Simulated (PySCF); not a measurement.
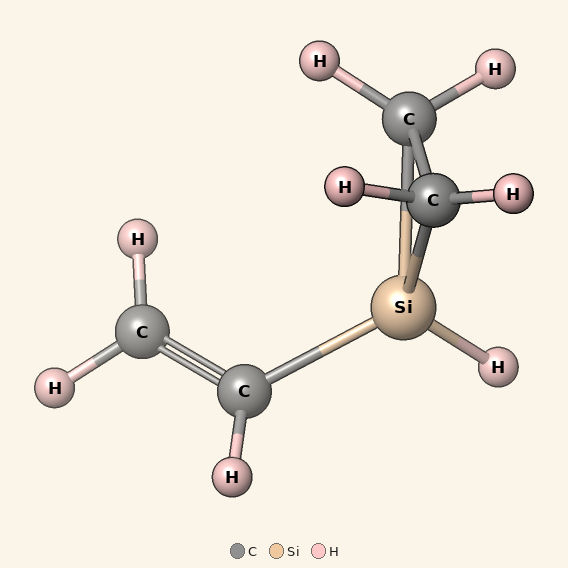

Orthographic view. Depth is shown by fading: the farther an atom, the more it takes the colour of the background. Geometry: a frame of a GFN2-xTB molecular-dynamics simulation, not a minimum.

### Give the standard InChI.

InChI=1S/C4H8Si/c1-2-5-3-4-5/h2,5H,1,3-4H2
